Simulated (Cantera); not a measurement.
Charge: 1 mol borazine, a varied amount of O₂, 1.8 mol N₂, held at 1200 K and 1.00 bar.

These are equilibrium values from Cantera (NASA tables, ideal gas, pure condensed phases), not measurements of a reactor. Candidate condensed phases: B, BN, B₂O₃, B₃O₃H₃, H₂O; 39 gas species. The feed counts by its element totals alone. Mutual solubility and eutectic melting of coexisting phases are not modelled. Gases not in the tables: H₃BO₃. Rates play no part.

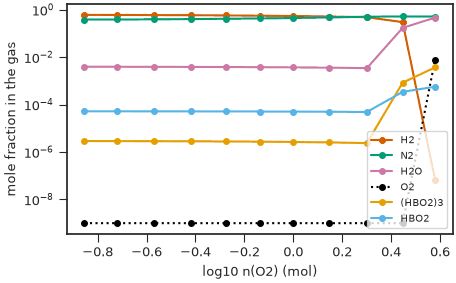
Fig. 1. Equilibrium gas composition (values under 1e-9 drawn at 1e-9)

Q: Read off the mole fractions at 0.73 mol O₂.

A: H₂ about 0.56, N₂ about 0.43, H₂O about 0.0038, HBO₂ about 5.1e-5, (HBO₂)₃ about 2.7e-6.
